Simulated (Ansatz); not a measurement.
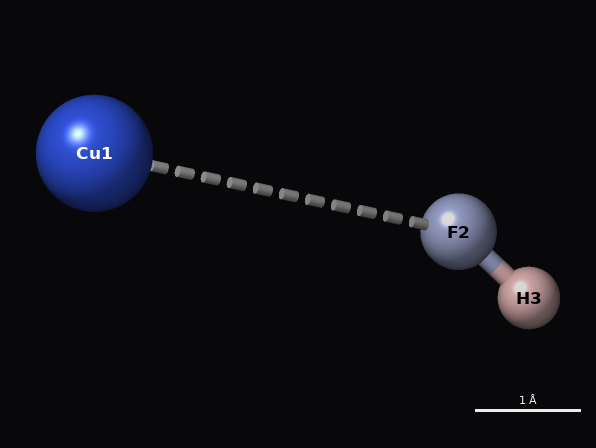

Two molecules or ions; the broken line marks their closest contact (measured against van der Waals radii). State: charge +1, singlet. Geometry: a pair of rigid molecules at a changed separation. Program: Ansatz 0.2.0.

Which two species are they?

Cu and HF (`F.[Cu+]`).

How long is the contact?

Cu1···F2 is 4.08 Å.

Give the counterpoise-corrected interaction energy (kJ/mol, monomers kept as in the pair) with ωB97M-V/def2-TZVPPD.

```json
{"level": "ωB97M-V/def2-TZVPPD", "interaction energy (kJ/mol)": "−23.3"}
```
